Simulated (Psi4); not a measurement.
# SiHSF2 (SMILES F[SiH](F)[S]): UMP2/aug-cc-pVTZ (density fitting, density fitting for correlation, sweep point 2)

What is the vertical ionisation energy of SiHSF2 at UMP2/aug-cc-pVTZ (density fitting, density fitting for correlation, sweep point 2)? 

The calculation is run with Psi4 1.11.

### Step 1. The system as given

SiHSF2: 5 atoms, total charge 0, spin state doublet. SMILES: `F[SiH](F)[S]`. The coordinates come from a PBE0-D4/def2-TZVP relaxation.

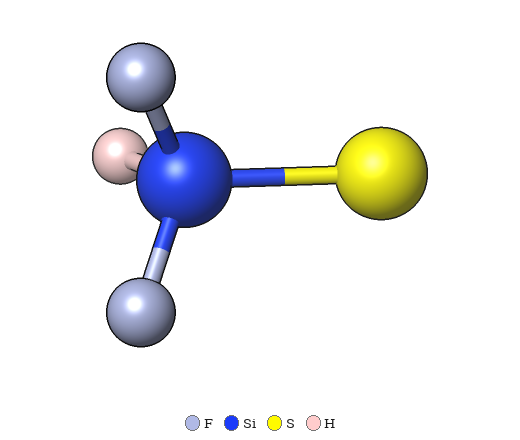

Viewed from a chosen angle; fluorine light blue, silicon blue, sulfur yellow, hydrogen pink.

### Step 2. A single-point energy at UMP2/aug-cc-pVTZ (density fitting, density fitting for correlation, sweep point 2)

Contents of calc.dat:

```
memory 1.6 GB

molecule {
  0 2
  F     -0.294700    -0.440200     1.515400
  Si     0.087400     0.010000     0.046800
  F      0.080600     1.592500     0.075600
  S     -1.256200    -0.752800    -1.380300
  H      1.432800    -0.483300    -0.298900
  units angstrom
  symmetry c1
}

set globals {
  reference       uhf
  puream          true
  scf_type        df
  num_frozen_docc 12
  maxiter         150
}

e, wfn = energy('mp2/aug-cc-pVTZ', return_wfn=True)
```

On the command line:

```console
$ psi4 -i calc.dat -o calc.out -n 1
```

calc.out:

```text
[...]
  Running in c1 symmetry.
[...]
  Nuclear repulsion =  219.048892368938851
[...]
  Multiplicity = 2
[...]
  Nalpha       = 25
  Nbeta        = 24
[...]
    Number of basis functions: 215
[...]
   @DF-UHF iter   1:  -886.08946085710750   -8.78559e-01   2.14022e-03 DIIS/ADIIS
[...]
   @DF-UHF iter  15:  -886.18425519343043   -5.17275e-11   8.29107e-09 DIIS
[...]
   @S^2 Observed:                7.626589296E-01
[...]
    Orbital Energies [Eh]
    ---------------------
    Alpha Occupied:
       1A    -92.000433     2A    -68.887956     3A    -26.312657
       4A    -26.312631     5A     -9.002974     6A     -6.698162
       7A     -6.679852     8A     -6.678827     9A     -6.225183
      10A     -4.333104    11A     -4.332598    12A     -4.332001
      13A     -1.626451    14A     -1.606009    15A     -1.006749
      16A     -0.804717    17A     -0.734025    18A     -0.715715
      19A     -0.704827    20A     -0.677602    21A     -0.659945
      22A     -0.596339    23A     -0.499001    24A     -0.480908
      25A     -0.428269
    Alpha Virtual:
[...]
  @DF-UHF Final Energy:  -886.18425519343043
   => Energetics <=
    Nuclear Repulsion Energy =            219.0488923689388514
    One-Electron Energy =               -1666.4938973750968216
    Two-Electron Energy =                 561.2607498127275676
    Total Energy =                       -886.1842551934304311
  UHF NO Occupations:
  HONO-2 :   23  A 1.9995038
  HONO-1 :   24  A 1.9946457
[...]
 Multipole Moments:
 ------------------------------------------------------------------------------------
     Multipole            Electronic (a.u.)      Nuclear  (a.u.)        Total (a.u.)
 ------------------------------------------------------------------------------------
 L = 1.  Multiply by 2.5417464519 to convert [e a0] to [Debye]
 Dipole X            :         -0.8953929            1.1465921            0.2511992
 Dipole Y            :          1.2943544           -1.5814621           -0.2871077
 Dipole Z            :          1.5937503           -1.9339232           -0.3401729
 Magnitude           :                                                    0.5111257
[...]
```

Wall time 9 s (1 thread of Intel Xeon Platinum 8488C (Sapphire Rapids), shared host); peak memory 0.51 GiB.

### Step 3. The singlet cation at the same level

Contents of calc.in:

```
memory 1600 mb

molecule {
  1 1
  F     -0.294700    -0.440200     1.515400
  Si     0.087400     0.010000     0.046800
  F      0.080600     1.592500     0.075600
  S     -1.256200    -0.752800    -1.380300
  H      1.432800    -0.483300    -0.298900
  units angstrom
  symmetry c1
}

set basis aug-cc-pVTZ
set puream true
set scf_type df
set num_frozen_docc 12

result = energy('mp2')
print_variables()
```

On the command line:

```console
$ psi4 -i calc.in -o calc.out -n 1
```

calc.out:

```text
[...]
  Running in c1 symmetry.
[...]
  Nuclear repulsion =  219.048892368938851
[...]
  Multiplicity = 1
[...]
  Nalpha       = 24
  Nbeta        = 24
[...]
    Number of basis functions: 215
[...]
   @DF-RHF iter   1:  -885.62176560477587   -4.10863e-01   2.31750e-03 DIIS/ADIIS
[...]
   @DF-RHF iter  13:  -885.74654307595529   -1.77351e-11   5.65643e-09 DIIS
[...]
    Orbital Energies [Eh]
    ---------------------
    Doubly Occupied:
       1A    -92.381691     2A    -69.117737     3A    -26.506937
       4A    -26.506911     5A     -9.377460     6A     -7.057839
       7A     -7.054026     8A     -7.052707     9A     -6.455578
      10A     -4.563926    11A     -4.562416    12A     -4.562047
      13A     -1.816868    14A     -1.795737    15A     -1.275906
      16A     -1.003502    17A     -0.921111    18A     -0.908535
      19A     -0.900810    20A     -0.866446    21A     -0.848285
      22A     -0.830942    23A     -0.747078    24A     -0.738066
[...]
  @DF-RHF Final Energy:  -885.74654307595529
   => Energetics <=
    Nuclear Repulsion Energy =            219.0488923689388514
    One-Electron Energy =               -1653.8857537842845886
    Two-Electron Energy =                 549.0903183393904783
    Total Energy =                       -885.7465430759552873
[...]
 Multipole Moments:
 ------------------------------------------------------------------------------------
     Multipole            Electronic (a.u.)      Nuclear  (a.u.)        Total (a.u.)
 ------------------------------------------------------------------------------------
 L = 1.  Multiply by 2.5417464519 to convert [e a0] to [Debye]
 Dipole X            :         -1.7041731            1.1465921           -0.5575810
 Dipole Y            :          0.3007424           -1.5814621           -1.2807197
 Dipole Z            :         -0.0198579           -1.9339232           -1.9537811
 Magnitude           :                                                    2.4017494
[...]
```

Run time: 6.9 s. Hardware: 1 thread of Intel Xeon Platinum 8488C (Sapphire Rapids), shared host; peak memory 0.51 GiB.

### Step 4. Outcome

Level: UMP2/aug-cc-pVTZ (density fitting, density fitting for correlation, sweep point 2), 12 core orbitals frozen.

| quantity | value |
| --- | --- |
| doublet SiHSF2: total energy | -886.95763 Eh |
| doublet SiHSF2: HOMO energy (Hartree–Fock orbitals) (highest over α and β) | -11.11 eV |
| doublet SiHSF2: LUMO energy (Hartree–Fock orbitals) (lowest over α and β) | -0.87 eV |
| doublet SiHSF2: correlation energy (12 core orbitals frozen) | -773.4 mEh |
| doublet SiHSF2: ⟨S²⟩ of the reference determinant | 0.763 |
| singlet cation: total energy | -886.50483 Eh |
| singlet cation: HOMO energy (Hartree–Fock orbitals) | -20.08 eV |
| singlet cation: LUMO energy (Hartree–Fock orbitals) | -10.61 eV |
| singlet cation: HOMO–LUMO gap (Hartree–Fock orbitals) | 9.48 eV |
| singlet cation: correlation energy (12 core orbitals frozen) | -758.3 mEh |
| vertical ionisation energy (to the singlet cation) | 12.321 eV |

**Reading.** The vertical ionisation energy comes to 12.32 eV (284 kcal/mol). Only the singlet of the ionised species was computed; a triplet could lie lower.
